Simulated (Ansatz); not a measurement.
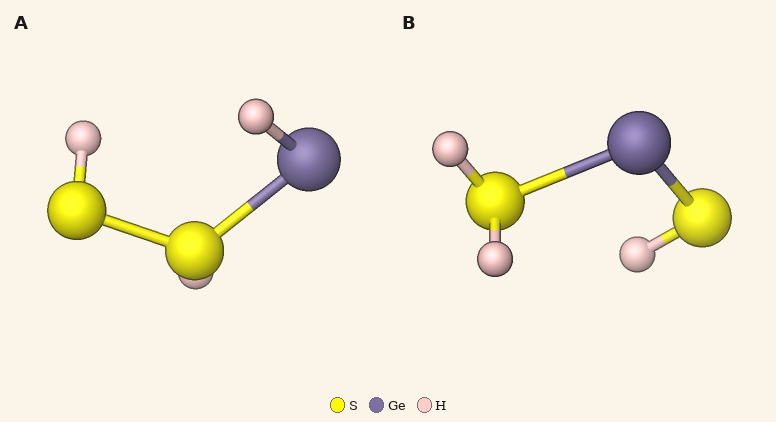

2 stationary structures of one formula. The species has charge +1 and is a spin singlet. Geometries: PBE-D4/def2-SVP. Electronic energies: PBE-D4/def2-SVP (Ansatz 0.2.0), without zero-point energy. No frequency run is at hand to confirm each as a minimum.

**Which structure is the most stable?**

B is lowest (C1); A lies 43.0 kcal/mol above it (C1).
